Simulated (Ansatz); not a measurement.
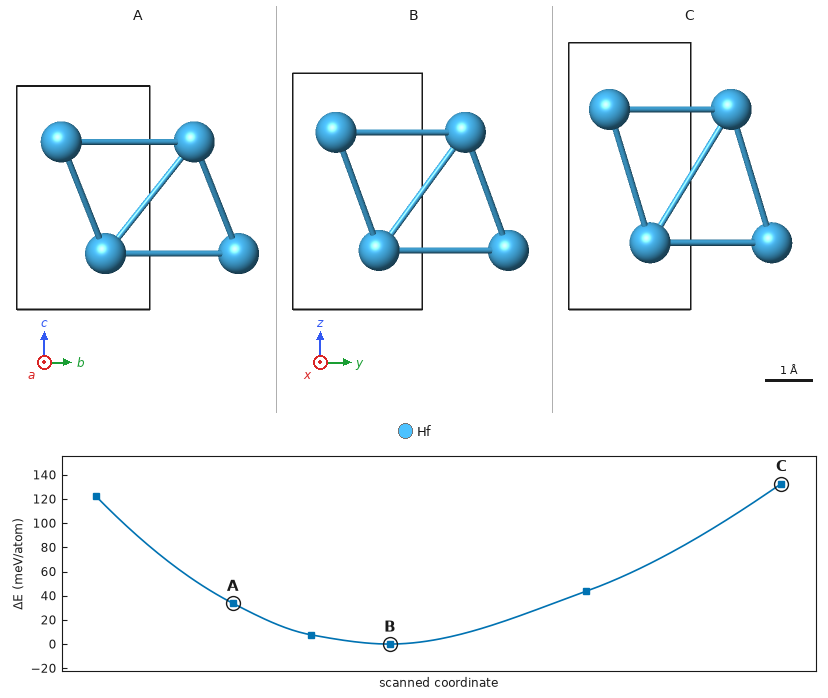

Frames of a one-coordinate scan of a crystal of Hf (P6_3/mmc). x, y and z are the Cartesian axes of the input. Style: ball-and-stick. Shown: the cell of the calculation, repeated 2 × 2 × 1 with one cell outlined, along the a axis.

Level of theory: Ansatz 0.2.0, DFT LDA, scalar-relativistic, plane waves, PAW. Set-up: plane-wave cutoff 420 eV; k-point mesh 21 × 21 × 10; occupations gaussian; smearing width 0.15 eV; no spin polarisation. Energies (free energies at the smearing named) are counted from the cell as listed in its source, which wasn't relaxed.

Which coordinate changes from frame to frame?

Answer. The ratio of the cell's length along z to its lengths across, counted as 1 for the reference, is changed at fixed volume (a c/a path), with the atoms kept at their fractional coordinates. In the frames the relative ratio is 0.92 (A), 1.00 (B), 1.20 (C). The lowest computed point lies at the relative ratio 1.00 (0.0 meV/atom). At the ends of the scan the energy is 122.4 meV/atom (0.85) and 132.8 meV/atom (1.20). The unrelaxed reference is under a pressure of −7.6 GPa. The distortion keeps the space group P6_3/mmc. At the relative ratio 1.20 the cell of the drawing goes a 3.197 → 3.008 Å, b 3.197 → 3.008 Å, c 5.058 → 5.711 Å.
